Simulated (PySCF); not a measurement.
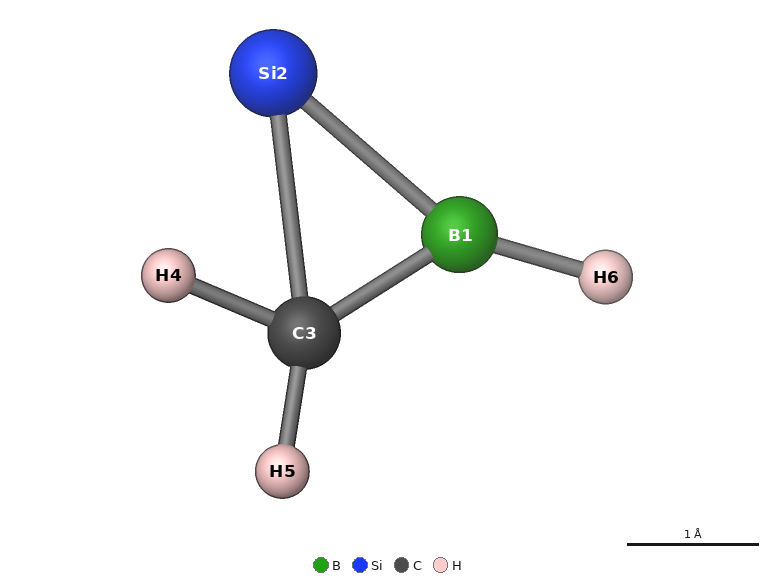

Atoms carry their numbers in the input. The computed structure is the end point of a PBE0-D4/def2-TZVP optimisation. No frequency run is at hand to confirm it as a minimum.

List the bonds and their lengths.

| bond | length (Å) |
| --- | --- |
| B1–Si2 | 1.889 |
| B1–C3 | 1.459 |
| B1–H6 | 1.182 |
| Si2–C3 | 2.012 |
| C3–H4 | 1.141 |
| C3–H5 | 1.088 |
